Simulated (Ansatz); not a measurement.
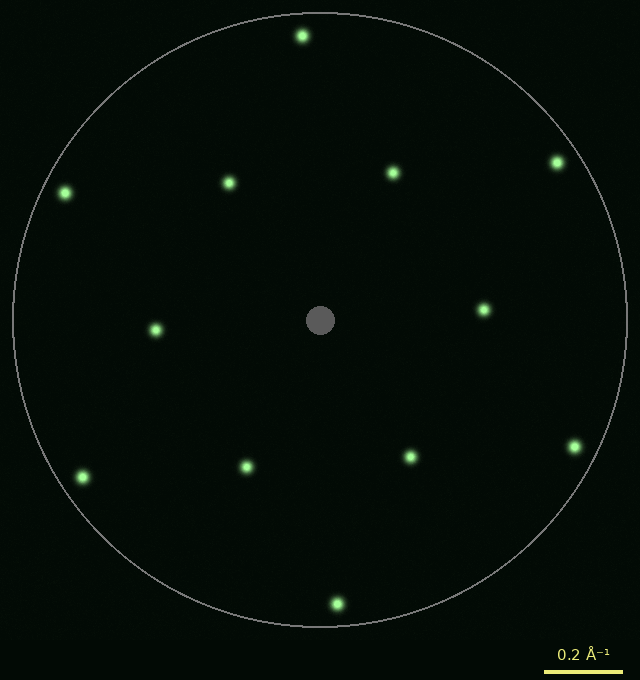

Simulated LEED pattern at 140 eV and normal incidence, from the upper face of a slab model. Spot positions follow from the surface net; brightness is a rough single-scattering estimate from the outer layers, good only for telling present from absent.

Question: Find the real-space surface cell from the pattern.

Answer: The spots form a hexagonal reciprocal net with shortest vectors 0.422 and 0.422 Å⁻¹ at 60.0°. The primitive real-space mesh has edges 2.74 and 2.74 Å at 60.0° (or its supplement) and area 6.5 Å².

The slab has composition TaSi (2 atoms a cell, 2.6 Å thick). Structure: coordinates from a relaxation with DFT PBE, scalar-relativistic, plane waves, PAW in Ansatz; the starting structure was generated, so it need not be a known form of this composition.
